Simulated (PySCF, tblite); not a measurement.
# C₆H₅N₂O radical: geometry, infrared bands and EPR parameters

Wanted: the infrared bands and EPR parameters of C₆H₅N₂O radical (`[H]/N=C\[C]1COC=C1C#N`), by calculation.

Programs: tblite 0.8.0 and PySCF 2.14.0, with density-fitted response routines of our own. Each step states its level of theory. These are calculated values for one molecule in the gas phase, unless marked as measured. Atoms are numbered from 0 throughout.

## Step 1: Starting geometry

14 atoms, charge 0, multiplicity 2; geometry from: force field or distance geometry start.

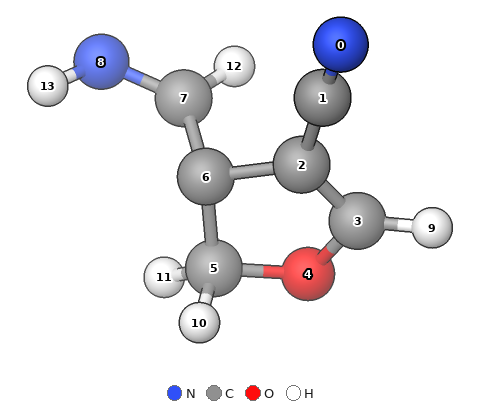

The starting geometry (nitrogen blue, carbon grey, oxygen red, hydrogen white), atoms numbered; sticks join atoms by distance.

## Step 2: Geometry optimisation with GFN2-xTB

What the job is given:

```
{"job": {"kind": "relax", "xc": "GFN2-xTB", "basis": "xTB"}, "charge": 0, "multiplicity": 2}
N      0.738600     3.322800     0.538100
C      0.748200     2.169900     0.380600
C      0.784700     0.740900     0.190300
C      1.774400    -0.020200    -0.198200
O      1.374100    -1.359900    -0.259300
C      0.193800    -1.469400     0.475900
C     -0.417100    -0.109900     0.385600
C     -1.325800     0.063300    -0.755500
N     -2.610600     0.074300    -0.619700
H      2.787600     0.329300    -0.409300
H      0.468900    -1.605600     1.560900
H     -0.484800    -2.288500     0.168800
H     -0.980800     0.181300    -1.787600
H     -3.051900    -0.028700     0.307100
```

On the command line:

```bash
> OMP_NUM_THREADS=1 python probes_run.py task.json out
```

The driver reads the jobs from task.json and runs them one after another.

The log of the run:

```text
step      E/eV     max force
  0    -683.30191    4.423
  1    -683.54197    4.397
  2    -683.66944    4.585
  3    -683.78627    2.799
  4    -683.87694    0.874
  5    -683.92689    0.754
  6    -683.96669    0.692
  7    -683.99916    0.470
  8    -684.03382    0.566
  9    -684.07859    0.777
 10    -684.12154    0.607
 11    -684.16041    0.584
 12    -684.19567    0.433
 13    -684.22776    0.471
 14    -684.25641    0.453
 15    -684.28490    0.456
 16    -684.31694    0.462
 17    -684.35711    0.484
 18    -684.40751    0.637
 19    -684.46777    0.873
 20    -684.54021    0.924
 21    -684.61917    0.701
 22    -684.67933    0.732
 23    -684.69525    1.544
 24    -684.82872    0.755
 25    -684.89378    0.561
 26    -684.91746    0.892
 27    -684.95113    0.536
 28    -684.97040    0.352
 29    -685.00192    0.363
 30    -685.02300    0.374
 31    -685.04874    0.421
 32    -685.06402    0.355
 33    -685.08065    0.421
 34    -685.09410    0.293
 35    -685.10578    0.435
 36    -685.11532    0.266
 37    -685.12575    0.252
 38    -685.13781    0.300
 39    -685.15119    0.336
 40    -685.16348    0.328
 41    -685.17757    0.343
 42    -685.19171    0.644
 43    -685.20425    0.646
 44    -685.21496    0.230
 45    -685.22380    0.388
 46    -685.22985    0.256
 47    -685.23787    0.233
 48    -685.24447    0.150
 49    -685.24725    0.146
 50    -685.24940    0.145
 51    -685.25407    0.160
 52    -685.26009    0.210
 53    -685.26482    0.184
 54    -685.26814    0.192
 55    -685.27184    0.176
 56    -685.27712    0.159
 57    -685.28174    0.182
 58    -685.28461    0.130
 59    -685.28619    0.112
 60    -685.28736    0.095
 61    -685.28856    0.073
 62    -685.28949    0.096
 63    -685.29008    0.132
 64    -685.29073    0.114
 65    -685.29153    0.090
 66    -685.29229    0.060
 67    -685.29283    0.063
 68    -685.29325    0.071
 69    -685.29368    0.062
 70    -685.29411    0.045
 71    -685.29449    0.046
 72    -685.29482    0.053
 73    -685.29513    0.053
 74    -685.29549    0.076
 75    -685.29591    0.071
 76    -685.29629    0.063
 77    -685.29654    0.042
 78    -685.29665    0.023
 79    -685.29671    0.018
 80    -685.29674    0.015
 81    -685.29675    0.011
 82    -685.29677    0.014
 83    -685.29678    0.012
 84    -685.29678    0.008
```

Wall time 0.54 s (1 thread of Arm Neoverse V1, shared host); peak memory 0.18 GiB.

Along the way: (not every step is listed)

| step | energy from step 0 (eV) | largest force (eV/Å) |
| --- | --- | --- |
| 0 | 0.0000 | 4.4234 |
| 1 | -0.2401 | 4.3973 |
| 2 | -0.3675 | 4.5851 |
| 3 | -0.4844 | 2.7992 |
| 4 | -0.5750 | 0.8739 |
| 5 | -0.6250 | 0.7542 |
| 6 | -0.6648 | 0.6923 |
| 7 | -0.6972 | 0.4696 |
| 8 | -0.7319 | 0.5663 |
| 15 | -0.9830 | 0.4558 |
| 22 | -1.3774 | 0.7323 |
| 29 | -1.7000 | 0.3627 |
| 36 | -1.8134 | 0.2662 |
| 43 | -1.9023 | 0.6455 |
| 50 | -1.9475 | 0.1449 |
| 57 | -1.9798 | 0.1822 |
| 64 | -1.9888 | 0.1139 |
| 71 | -1.9926 | 0.0459 |
| 78 | -1.9947 | 0.0230 |
| 79 | -1.9948 | 0.0176 |
| 80 | -1.9948 | 0.0152 |
| 81 | -1.9948 | 0.0115 |
| 82 | -1.9949 | 0.0142 |
| 83 | -1.9949 | 0.0124 |
| 84 | -1.9949 | 0.0079 |

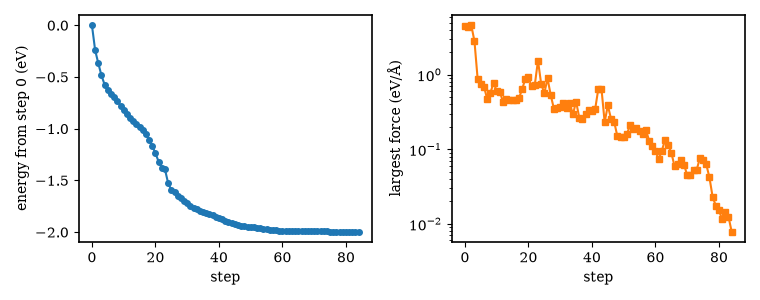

Energy and largest force along the relaxation.

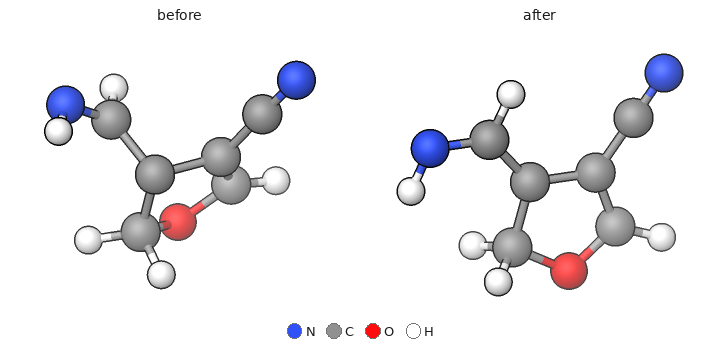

Before and after, at one scale.

Close pairs (by a distance rule), those that changed most:

| bond | before (Å) | after (Å) | change (Å) |
| --- | --- | --- | --- |
| C2–C6 | 1.485 | 1.418 | -0.068 |
| C2–C3 | 1.308 | 1.375 | +0.067 |
| C3–O4 | 1.400 | 1.335 | -0.064 |
| C6–C7 | 1.469 | 1.414 | -0.055 |
| C1–C2 | 1.442 | 1.405 | -0.037 |
| O4–C5 | 1.395 | 1.425 | +0.030 |
| C5–H10 | 1.128 | 1.099 | -0.029 |
| C3–H9 | 1.092 | 1.074 | -0.018 |

The final coordinates are the input of the step that follows.

## Step 3: Vibrational analysis with GFN2-xTB

What the job is given:

```
{"job": {"kind": "ir", "xc": "GFN2-xTB", "basis": "xTB"}, "charge": 0, "multiplicity": 2}
N      1.052923     3.239672    -0.657814
C      0.979059     2.128069    -0.390593
C      0.876088     0.764200    -0.067268
C      1.915843    -0.065342     0.280426
O      1.524852    -1.316866     0.533368
C      0.113283    -1.386662     0.354022
C     -0.315098    -0.004158    -0.044096
C     -1.633393     0.419581    -0.328735
N     -2.708496    -0.274686    -0.307324
H      2.964142     0.149425     0.374128
H     -0.341732    -1.723880     1.295947
H     -0.103260    -2.143216    -0.413334
H     -1.748822     1.465975    -0.598455
H     -2.576067    -1.252585    -0.052439
```

The log of the run:

```text
mode    cm-1     km/mol
  1     109.8      3.75
  2     124.7      2.88
  3     135.2      2.85
  4     211.1      5.98
  5     226.2     13.76
  6     328.5      4.92
  7     433.7      5.91
  8     444.8      0.69
  9     524.1      0.29
 10     581.9     21.35
 11     582.6      3.86
 12     689.7     19.50
 13     697.6     37.92
 14     755.6      2.35
 15     833.5      2.70
 16     921.2      0.30
 17     976.7     54.84
 18    1020.6     30.51
 19    1059.7      6.12
 20    1112.4      2.85
 21    1127.6    102.10
 22    1169.1    127.05
 23    1181.8     29.75
 24    1270.3     20.83
 25    1319.7     60.52
 26    1333.8     38.28
 27    1407.1     11.52
 28    1428.1     15.37
 29    1519.7    108.44
 30    1560.2    214.93
 31    2381.3    201.79
 32    2860.7      8.95
 33    2901.1      3.88
 34    3014.0     23.84
 35    3150.4      4.24
 36    3321.1     31.96
```

Wall time 0.42 s (1 thread of Arm Neoverse V1, shared host); peak memory 0.18 GiB.

Which atoms move in the most intense modes:

| cm⁻¹ | km/mol | atoms |
| --- | --- | --- |
| 977 | 54.8 | C5 43 %, O4 26 %, H9 14 % |
| 1128 | 102.1 | H9 35 %, O4 31 %, C3 15 %, C5 12 % |
| 1169 | 127.0 | H13 33 %, H9 16 %, H12 16 %, C2 11 % |
| 1320 | 60.5 | C6 25 %, C2 17 %, C5 16 %, C3 11 % |
| 1334 | 38.3 | H12 49 %, H13 22 % |
| 1520 | 108.4 | C2 48 %, C3 30 % |
| 1560 | 214.9 | C7 55 %, N8 32 % |
| 2381 | 201.8 | C1 60 %, N0 39 % |

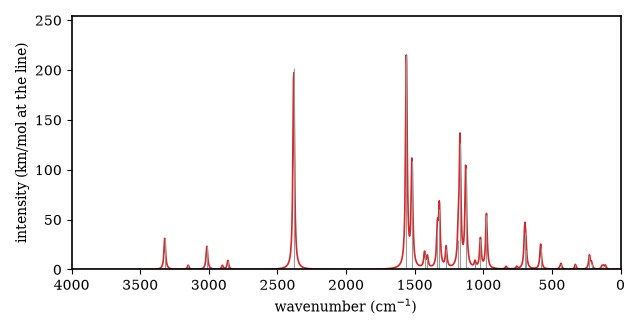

The infrared spectrum from these modes, unscaled. Lines are broadened to a width of 14 cm⁻¹ (Lorentzian).

## Step 4: EPR parameters: B3LYP/pcH-1

Settings changed since step 3:

```diff
@@ -1,2 +1,2 @@
-{"job": {"kind": "ir", "xc": "GFN2-xTB", "basis": "xTB"}, "charge": 0, "multiplicity": 2}
+{"job": {"kind": "epr", "basis": "pcH-1"}, "charge": 0, "multiplicity": 2}
 N      1.052923     3.239672    -0.657814
```

With the program's defaults for keys left out, this is: UKS B3LYP, pcH-1 on C H N O, non-relativistic, mean-field spin-orbit, GIAO.

The log of the run:

```text
UKS, coarse grid
  cycle   1  E = -416.17501921  |g| = 5.33e-01
  cycle   2  E = -415.68444335  |g| = 1.16e+00
  cycle   3  E = -416.29316055  |g| = 1.62e-01
  cycle   4  E = -416.30168629  |g| = 9.44e-02
  cycle   5  E = -416.30513509  |g| = 2.96e-02
  cycle   6  E = -416.30558096  |g| = 1.16e-02
  cycle   7  E = -416.30568061  |g| = 7.23e-03
  cycle   8  E = -416.30572927  |g| = 3.19e-03
  cycle   9  E = -416.30574176  |g| = 1.33e-03
  cycle  10  E = -416.30574473  |g| = 5.18e-04
UKS, final grid
  cycle   1  E = -416.30572147  |g| = 7.35e-04
  cycle   2  E = -416.30572087  |g| = 1.39e-03
  cycle   3  E = -416.30572181  |g| = 1.78e-04
  cycle   4  E = -416.30572183  |g| = 9.72e-05
  cycle   5  E = -416.30572185  |g| = 1.11e-04
  cycle   6  E = -416.30572186  |g| = 2.10e-05
E = -416.30572186 Eh   <S^2> = 0.7789 (exact 0.7500)
g shifts (ppm)      1          2          3
  rmc          -192       -192       -192
  gc            -14         39         33
  oz_so         -24       1826       2245
  total        -230       1674       2086
hyperfine (MHz)  atom isotope    a_iso     a_fc   dipolar eigenvalues
    0   14N      -0.75      -0.75     -2.30      0.67      1.64
    1   13C       5.80       5.80     -1.43     -0.15      1.58
    2   13C     -32.42     -32.42    -15.87      7.32      8.56
    3   13C      29.36      29.36    -30.02    -28.58     58.60
    4   17O     -13.21     -13.21    -39.39     18.73     20.66
    5   13C     -26.58     -26.58     -0.60     -0.20      0.79
    6   13C      48.69      48.69    -43.89    -43.31     87.20
    7   13C     -31.88     -31.88    -17.77      6.14     11.62
    8   14N      11.44      11.44    -15.40    -15.19     30.59
    9    1H     -26.53     -26.53    -14.69     -1.12     15.80
   10    1H      95.68      95.68     -3.41     -0.35      3.76
   11    1H      95.86      95.86     -3.41     -0.35      3.76
   12    1H       4.69       4.69     -4.05     -0.67      4.73
   13    1H     -21.79     -21.79    -14.99     -4.44     19.44
```

Wall time 81 s (1 thread of Arm Neoverse V1, shared host); peak memory 1.1 GiB.

Principal g values 2.00209, 2.00399, 2.00441; g(iso) = 2.00350, against 2.00232 for a free electron.

Hyperfine couplings; where a row names several nuclei, a(iso) is their mean (it holds for fast rotation or exchange) and the dipolar term the largest among them:

| nuclei | isotope | a(iso) (MHz) | a(iso) (G, at g = 2.0023) | largest dipolar term (MHz) |
| --- | --- | --- | --- | --- |
| H10, H11 | 1H | 95.8 | 34.2 | 3.8 |
| C6 | 13C | 48.7 | 17.4 | 87.2 |
| C2 | 13C | -32.4 | -11.6 | -15.9 |
| C7 | 13C | -31.9 | -11.4 | -17.8 |
| C3 | 13C | 29.4 | 10.5 | 58.6 |
| C5 | 13C | -26.6 | -9.5 | 0.8 |
| H9 | 1H | -26.5 | -9.5 | 15.8 |
| H13 | 1H | -21.8 | -7.8 | 19.4 |
| O4 | 17O | -13.2 | -4.7 | -39.4 |
| N8 | 14N | 11.4 | 4.1 | 30.6 |
| C1 | 13C | 5.8 | 2.1 | 1.6 |
| H12 | 1H | 4.7 | 1.7 | 4.7 |
| N0 | 14N | -0.7 | -0.3 | -2.3 |

Mulliken spin populations:

N0 -0.03; C1 0.03; C2 -0.14; C3 0.34; O4 0.08; C5 -0.06; C6 0.53; C7 -0.15; N8 0.34; H9 -0.02; H10 0.04; H11 0.04; H12 0.00; H13 -0.01

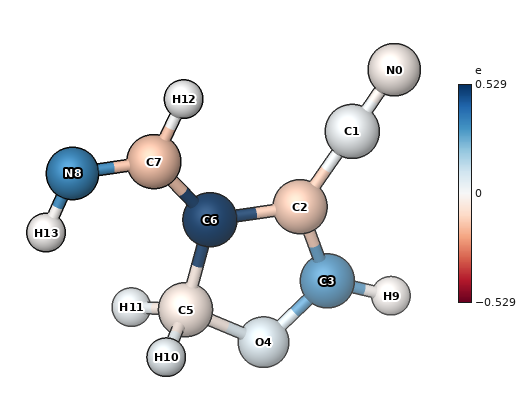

Mulliken spin populations, as colours on the atoms.

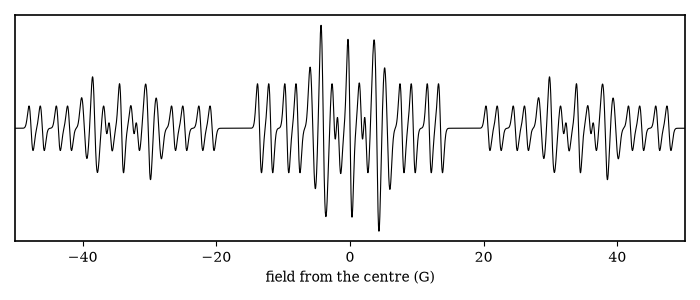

First-order isotropic spectrum (first derivative, main isotopes with spin only, couplings over 0.8 MHz, Gaussian width 0.3 G; couplings of the frozen geometry, rotation of groups not averaged beyond the rows shown).

The fields below are evaluated on a grid from the run's orbitals.

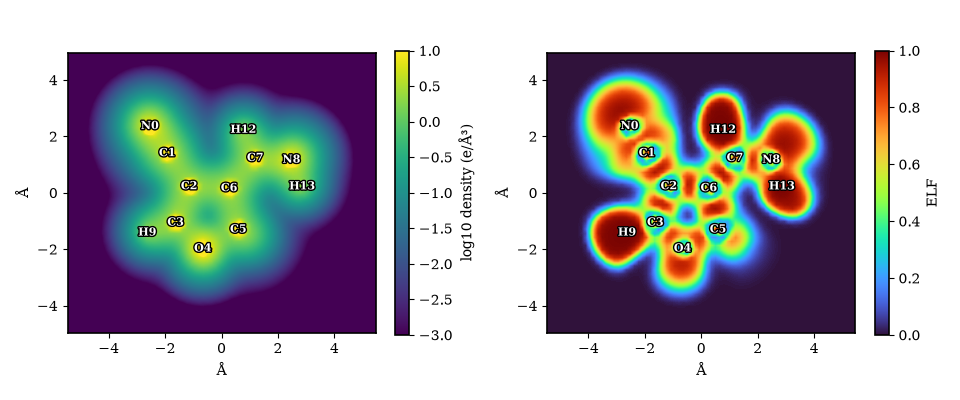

Density (left) and ELF (right) in a plane through or near 12 of the atoms.

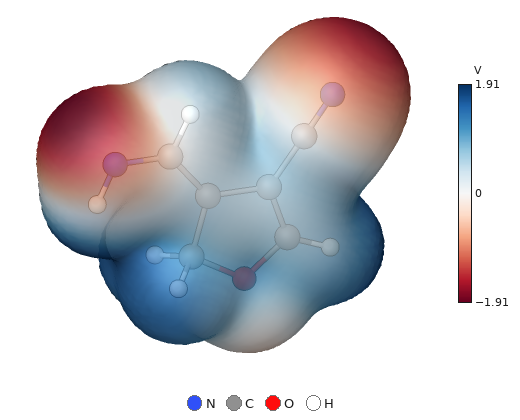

The potential that a unit positive charge feels on the 0.002 e/bohr³ surface, from -1.79 V near N8 to 1.91 V near H13.

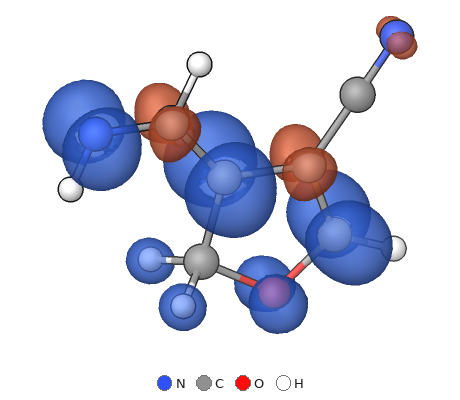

Spin density at ±0.03 e/Å³ (alpha excess blue, beta excess red).

## Step 5: Outcome

```
                                 quantity                     value
strongest single infrared mode (GFN2-xTB)     1560 cm⁻¹, 215 km/mol
             zero-point energy (GFN2-xTB)             61.1 kcal/mol
                           g(iso) (B3LYP)                   2.00350
                                     ⟨S²⟩        0.779 (exact 0.75)
       largest a(iso) (averaged by class)  1H on H10, H11, 95.8 MHz
    surface potential, least and greatest        -1.79 V and 1.91 V
```

**Reading.** Relaxing lowered the energy by 1.995 eV in 84 steps; the close pair that moved most is C2–C6, from 1.485 to 1.418 Å. All 36 modes are real, so the xTB geometry is a minimum. The strongest single mode, at 1560 cm⁻¹, moves mainly C7 and N8. GFN2-xTB is a fitted tight-binding method: band positions and strengths are rough. Its intensities can rank the bands wrongly. The largest share of the spin, 0.53 e, sits on C6. The isotropic g lies 1.2 ppt above the free-electron value.
